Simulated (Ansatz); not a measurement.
**Sn3SeS2: from a guess to a relaxed structure**

Aim: relax a trial structure of Sn3SeS2 and see where it ends, then test the end with a random kick.

Program: Ansatz 0.2.0. Level of theory: DFT PBE, scalar-relativistic, plane waves, PAW. These are calculated values, not measurements.

## (1) Starting point

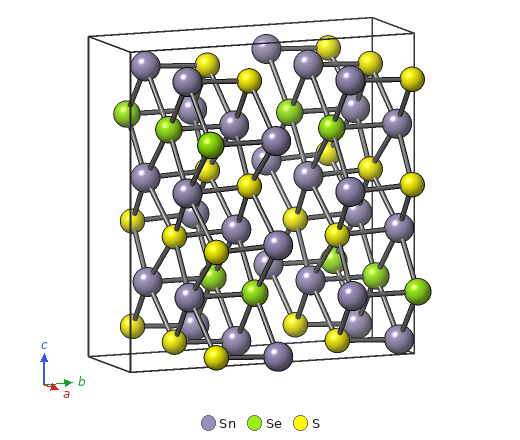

Start, viewed slightly off an axis; tin purple, selenium green, sulfur yellow. 2×1×1 cells are drawn. The cell drawn here is the conventional one.

Coordinates:

```
CELL_PARAMETERS angstrom
2.08708 -5.96313 0.00000
2.08708 5.96313 0.00000
0.00000 0.00000 12.55076
ATOMIC_POSITIONS crystal
Sn 0.37287 0.62713 0.57591
Sn 0.37287 0.62713 0.92409
Sn 0.36544 0.63456 0.25000
Sn 0.63456 0.36544 0.75000
Sn 0.62713 0.37287 0.07591
Sn 0.62713 0.37287 0.42409
Se 0.13550 0.86450 0.25000
Se 0.86450 0.13550 0.75000
S 0.15507 0.84493 0.58547
S 0.15507 0.84493 0.91453
S 0.84493 0.15507 0.08547
S 0.84493 0.15507 0.41453
```

The start is the relaxed end of an invented cell (made as: elements ordered on the sites of the SnS type, S/Se on S (Cmcm, No. 63)), taken up again for a closer look.

## (2) Probe: one point on a coarse mesh

Input file input.yaml:

```yaml
crystal:
  lattice:
    - [2.0870829, -5.9631288, 0.0]
    - [2.0870829, 5.9631288, 0.0]
    - [0.0, 0.0, 12.5507606]
  atoms:
    - { symbol: Sn, position: [0.372869, 0.627131, 0.575909] }
    - { symbol: Sn, position: [0.372869, 0.627131, 0.924091] }
    - { symbol: Sn, position: [0.365441, 0.634559, 0.25] }
    - { symbol: Sn, position: [0.634559, 0.365441, 0.75] }
    - { symbol: Sn, position: [0.627131, 0.372869, 0.075909] }
    - { symbol: Sn, position: [0.627131, 0.372869, 0.424091] }
    - { symbol: Se, position: [0.135496, 0.864504, 0.25] }
    - { symbol: Se, position: [0.864504, 0.135496, 0.75] }
    - { symbol: S, position: [0.155075, 0.844925, 0.585471] }
    - { symbol: S, position: [0.155075, 0.844925, 0.914529] }
    - { symbol: S, position: [0.844925, 0.155075, 0.085471] }
    - { symbol: S, position: [0.844925, 0.155075, 0.414529] }
basis:
  ecutwfc: 420
kpoints:
  mp_grid: { grid: [4, 4, 2] }
hamiltonian:
  xc: pbe
scf:
  occupations: { method: gaussian, width: 0.1 }
  lower_state_search: "off"
output:
  forces: true
  stress: true
  eigenvalues: true
```

Command:

```console
$ ansatz run input.yaml --threads 4 --pin off --max-ram 8192MiB --backend cpu --events-out ev --progress --plain --runs-dir out
```

Standard output, shortened:

```text
[...]
SCF converged after 7 iterations
Free energy (F): -50696.901207 eV
[...]
E sigma→0 (E₀):  -50696.900776 eV
Entropy (-TS):   -0.000862 eV (-0.072 meV/atom)
Fermi energy:    8.371029 eV
[...]
--- Forces (eV/Å), atoms counted from 1 ---
  atom   1  Sn     0.00000000     0.03349017    -0.00994714
  atom   2  Sn     0.00000000     0.03349017     0.00994714
  atom   3  Sn     0.00000000     0.01793089     0.00000000
  atom   4  Sn     0.00000000    -0.01793089    -0.00000000
  atom   5  Sn     0.00000000    -0.03349017    -0.00994714
  atom   6  Sn     0.00000000    -0.03349017     0.00994714
  atom   7  Se     0.00000000     0.02262388     0.00000000
  atom   8  Se     0.00000000    -0.02262388    -0.00000000
[...]
--- Stress (GPa, compression-positive) ---
       -0.159006      -0.000000       0.000000
       -0.000000       0.066869      -0.000000
        0.000000      -0.000000      -0.094527
  P = ⅓ Tr σ = -0.0622 GPa (-0.622 kbar)
--- Band table (eV; the first three rows and the last of 14) ---
[...]
```

Run time: 3.4 s. Hardware: 4 threads of Intel Xeon 6975P-C (Granite Rapids), shared host; peak memory 1.2 GiB.

From the probe: pressure -0.1 GPa, largest force 0.03 eV/Å, gap on this mesh 0.24 eV. The relaxation goes to the converged mesh at once.

## (3) Full relaxation

input.yaml: that of step 2 with these lines changed.

```diff
@@ -21,3 +21,3 @@
 kpoints:
-  mp_grid: { grid: [4, 4, 2] }
+  mp_grid: { grid: [10, 10, 4] }
 hamiltonian:
@@ -25,4 +25,3 @@
 scf:
-  occupations: { method: gaussian, width: 0.1 }
-  lower_state_search: "off"
+  occupations: { method: gaussian, width: 0.01 }
 output:
@@ -31 +30,6 @@
   eigenvalues: true
+relax:
+  adjacent_minimum: "off"
+  f_tol: 0.01
+  max_steps: 80
+  cell: { stress_tol: 0.05 }
```

Command:

```console
$ ansatz run input.yaml --threads 4 --pin off --max-ram 8192MiB --backend cpu --events-out ev --progress --plain --runs-dir out
```

Standard output, shortened:

```text
Warning: RAYON_NUM_THREADS=4 ignored (pool sized by the plan → 4); use --threads N
[...]
Pseudopotentials: kind: paw
Pseudopotential: Sn, paw, valence charge 14, recommended cutoff 420 eV (normal), Sn.paw.azcp
Pseudopotential: Se, paw, valence charge 16, recommended cutoff 420 eV (normal), Se.paw.azcp
Pseudopotential: S, paw, valence charge 6, recommended cutoff 420 eV (normal), S.paw.azcp
Functional definition: PBE
[...]
Crystal: 12 atoms, lattice volume = 312.402 Å³
Basis set: ecut = 420 eV, 6081 PW (Γ), exchange–correlation on 90×90×180 points (8 copies of the dense FFT grid, shifted against one another)
Bands: 84, of which v1, the nominal top of the filled ones, is band 70 counted from 1 (69 counted from 0)
Symmetry: 8 space group operations
Space group: Cmcm (ITA 63), of the structure as read, at distance tolerance 6.8e-5 Å
k-points: 93 of 400
[...]
  cell:  # Å, volume = 312.4021 Å³
    - [2.0870829, -5.9631288, 0.0]
    - [2.0870829, 5.9631288, 0.0]
    - [0.0, 0.0, 12.5507606]
  atoms:
    - { symbol: Sn, position: [0.372869, 0.627131, 0.575909] }
    - { symbol: Sn, position: [0.372869, 0.627131, 0.9240909999999999] }
    - { symbol: Sn, position: [0.365441, 0.634559, 0.24999999999999997] }
    - { symbol: Sn, position: [0.634559, 0.365441, 0.7499999999999998] }
    - { symbol: Sn, position: [0.627131, 0.372869, 0.07590899999999999] }
    - { symbol: Sn, position: [0.627131, 0.372869, 0.4240909999999999] }
    - { symbol: Se, position: [0.13549600000000012, 0.8645040000000002, 0.24999999999999997] }
    - { symbol: Se, position: [0.8645040000000002, 0.13549600000000012, 0.7499999999999998] }
    - { symbol: S, position: [0.15507500000000007, 0.8449249999999999, 0.5854709999999999] }
    - { symbol: S, position: [0.15507500000000007, 0.8449249999999999, 0.9145289999999999] }
    - { symbol: S, position: [0.8449249999999999, 0.15507500000000007, 0.08547099999999999] }
    - { symbol: S, position: [0.8449249999999999, 0.15507500000000007, 0.4145289999999999] }
```

It took 47 s on 4 threads of Intel Xeon 6975P-C (Granite Rapids), shared host; peak memory 2.1 GiB.

The steps of the relaxation:

```
step  energy from step 1 (eV/cell)  largest force component (eV/Å)  pressure (GPa)  volume (Å³)
   1                        0.0000                          0.0040           -0.01       312.40
   2                        0.0000                          0.0040           -0.01       312.40
```

Step 1 is the start. Step 2 repeats the geometry before it on a plane-wave basis chosen anew for that cell, so its energy need not be comparable with the rows above.

Lengths and angles in the start's conventional setting:

|  | before | after | change |
| --- | --- | --- | --- |
| a (Å) | 4.174 | 4.174 | 0.0 % |
| b (Å) | 11.926 | 11.926 | 0.0 % |
| c (Å) | 12.551 | 12.551 | 0.0 % |
| volume (Å³/atom) | 26.03 | 26.03 | 0.0 % |
| shortest distance (Å) | 2.600 | 2.600 | 0.0 % |
| space group (0.01 Å) | Cmcm | Cmcm | same |

Forces and stress were held to the start's 8 operations: a distortion of lower symmetry was not tested.

## (4) Reference for the kick test

Input file input.yaml:

```yaml
crystal:
  lattice:
    - [-4.1741658, 0.0, 0.0]
    - [2.0870829, -5.9631288, 0.0]
    - [0.0, 0.0, 12.5507606]
  atoms:
    - { symbol: Sn, position: [0.372869, 0.745738, 0.575909] }
    - { symbol: Sn, position: [0.372869, 0.745738, 0.924091] }
    - { symbol: Sn, position: [0.365441, 0.730882, 0.25] }
    - { symbol: Sn, position: [0.634559, 0.269118, 0.75] }
    - { symbol: Sn, position: [0.627131, 0.254262, 0.075909] }
    - { symbol: Sn, position: [0.627131, 0.254262, 0.424091] }
    - { symbol: Se, position: [0.135496, 0.270992, 0.25] }
    - { symbol: Se, position: [0.864504, 0.729008, 0.75] }
    - { symbol: S, position: [0.155075, 0.31015, 0.585471] }
    - { symbol: S, position: [0.155075, 0.31015, 0.914529] }
    - { symbol: S, position: [0.844925, 0.68985, 0.085471] }
    - { symbol: S, position: [0.844925, 0.68985, 0.414529] }
basis:
  ecutwfc: 420
kpoints:
  mp_grid: { grid: [6, 6, 2] }
hamiltonian:
  xc: pbe
scf:
  occupations: { method: gaussian, width: 0.2 }
  lower_state_search: "off"
output:
  forces: true
  stress: true
  eigenvalues: true
```

Command:

```console
$ ansatz run input.yaml --threads 4 --pin off --max-ram 8192MiB --backend cpu --events-out ev --progress --plain --runs-dir out
```

Standard output, shortened:

```text
Warning: RAYON_NUM_THREADS=4 ignored (pool sized by the plan → 4); use --threads N
[...]
[... 5 set-up lines as earlier in the session ...]
[...]
Crystal: 12 atoms, lattice volume = 312.402 Å³
Basis set: ecut = 420 eV, 6081 PW (Γ), exchange–correlation on 60×90×180 points (8 copies of the dense FFT grid, shifted against one another)
Bands: 84, of which v1, the nominal top of the filled ones, is band 70 counted from 1 (69 counted from 0)
[... 2 set-up lines as earlier in the session ...]
k-points: 26 of 72
[...]
SCF converged after 7 iterations
Free energy (F): -50696.863975 eV
[...]
E sigma→0 (E₀):  -50696.862531 eV
Entropy (-TS):   -0.002887 eV (-0.241 meV/atom)
Fermi energy:    8.375582 eV
[...]
--- Forces (eV/Å), atoms counted from 1 ---
  atom   1  Sn    -0.00000000     0.00922023    -0.00482039
  atom   2  Sn    -0.00000000     0.00922023     0.00482039
  atom   3  Sn     0.00000000    -0.00583608    -0.00000000
  atom   4  Sn     0.00000000     0.00583608     0.00000000
  atom   5  Sn    -0.00000000    -0.00922023    -0.00482039
  atom   6  Sn    -0.00000000    -0.00922023     0.00482039
  atom   7  Se     0.00000000     0.01759987     0.00000000
  atom   8  Se     0.00000000    -0.01759987    -0.00000000
[...]
--- Stress (GPa, compression-positive) ---
       -0.070795      -0.000000       0.000000
       -0.000000       0.105499       0.000000
        0.000000       0.000000      -0.060931
  P = ⅓ Tr σ = -0.0087 GPa (-0.087 kbar)
--- Band table (eV; the first three rows and the last of 26) ---
[...]
```

It took 6 s on 4 threads of Intel Xeon 6975P-C (Granite Rapids), shared host; peak memory 1.2 GiB.

The cell holds 12 atoms.

(Part 1 of 2 ends here.)
